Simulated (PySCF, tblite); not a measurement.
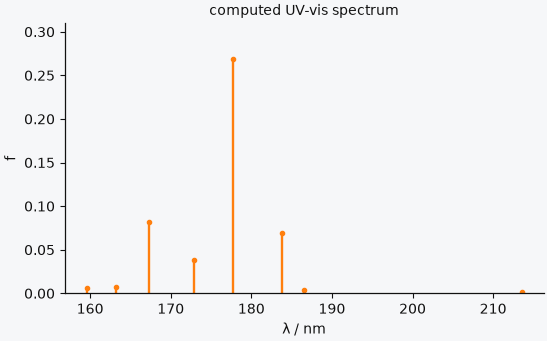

Vertical TDDFT excitations, CAM-B3LYP/def2-SVPD in PySCF, at a GFN2-xTB geometry (a minimum by its frequencies), gas phase. The lowest 8 singlet states are shown.

### Whose absorption spectrum is this?
A. C₅H₆F₂, SMILES CC#CCC(F)F
B. C₄H₁₃BFN, SMILES CC(C)(C)[B@@H-]([NH3+])F
C. C₃H₁₀BN, SMILES C=CC[BH2-][NH3+]

C. Its lowest singlet lies at 5.81 eV (f = 0.002) and the brightest of those computed is S4 at 6.97 eV (178 nm), f = 0.269, mixed, the largest part being HOMO → LUMO+4 (39 %).

Note: states above the negative HOMO energy depend on the basis; the tight-binding geometry is rougher than a DFT one and adds to the error; one conformer of a flexible molecule; core orbitals are frozen in the response.
